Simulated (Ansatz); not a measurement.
BCl2FH2O···HCl

```yaml
atoms:
  - { symbol: B, position_ang: [-0.7440, 0.3054, -0.5763] }
  - { symbol: Cl, position_ang: [1.3202, 0.3851, -1.1981] }
  - { symbol: Cl, position_ang: [-1.5947, -0.5250, -1.9080] }
  - { symbol: Cl, position_ang: [-1.1609, 1.9936, -0.2193] }
  - { symbol: H, position_ang: [0.4590, -0.3244, 1.2132] }
  - { symbol: O, position_ang: [-0.6400, -0.5079, 0.6236] }
  - { symbol: H, position_ang: [1.6641, 0.1964, 0.2254] }
  - { symbol: F, position_ang: [1.5045, -0.0867, 1.4140] }
  - { symbol: H, position_ang: [-0.8082, -1.4367, 0.4255] }
```

A transition-state structure; geometry: PBE0-D4/def2-TZVP.

Level of theory: Ansatz, RKS PBE0-D4/def2-TZVPP.

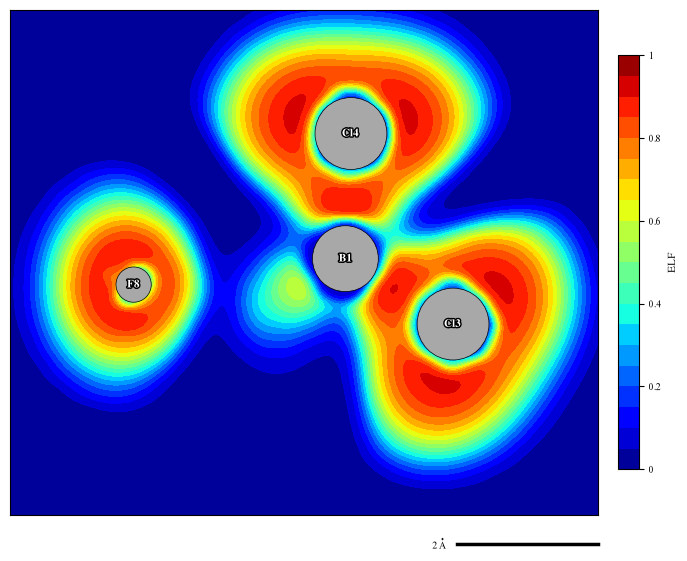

Figure 1. ELF on the plane of atoms Cl3, B1 and Cl4. Grey discs cover the atomic cores.

### Read the bonding off the picture.

Atoms in the plane: B, Cl and F. B–Cl (1.78 Å): the ELF peaks at about 0.90 between the atoms; a shared but strongly polarised pair. The ELF also peaks beside Cl3, F8 and Cl4, away from the bonds: lone-pair regions.

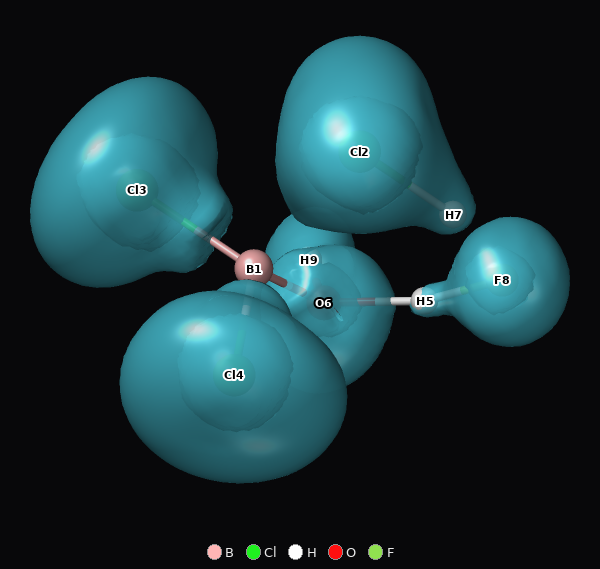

Figure 2. Isosurface of the ELF at 0.75 (cyan), seen from one side. Only the valence region is drawn (cores and ρ < 0.01 e/Å³ removed).

### Identify the bonds, lone pairs and shells in this picture.

The surface consists of two regions on Cl in which the atom's valence shell and bonds are merged, one joined region spread over several atoms (Cl, H), in which their bonds and any lone pairs are merged, one joined region spread over several atoms (F, H), in which their bonds and any lone pairs are merged and one joined region spread over several atoms (H, O), in which their bonds and any lone pairs are merged. Profiles from the grid: F8···H7 (1.23 Å): the ELF climbs to about 0.90 towards the hydrogen, as it does in any bond to H. O6···H5 (1.26 Å): the ELF peaks at about 0.90 between the atoms.

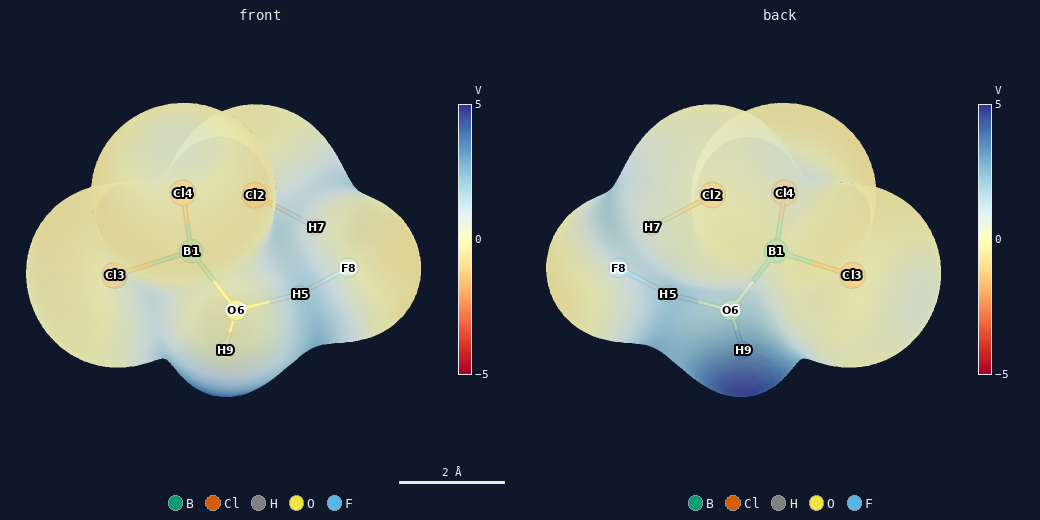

Figure 3. The electrostatic potential painted on the density surface at 0.004 e/bohr³, seen from the front and from behind; the colour scale runs from red (negative) to blue (positive).

### Which sites attract a positive test charge, and which a negative one?

A positive charge is drawn to the negative regions and a negative charge to the positive ones. The most negative region (about −0.5 V) lies over Cl4 and F8, the most positive (about +4.7 V) over H9. Cl2 shows a σ-hole: about +0.5 V at the tip opposite its bond, against about +0.1 V on its flanks. Cl3 shows a σ-hole: about +0.7 V at the tip opposite its bond, against about −0.1 V on its flanks. Cl4 shows a σ-hole: about +0.5 V at the tip opposite its bond, against about −0.4 V on its flanks.
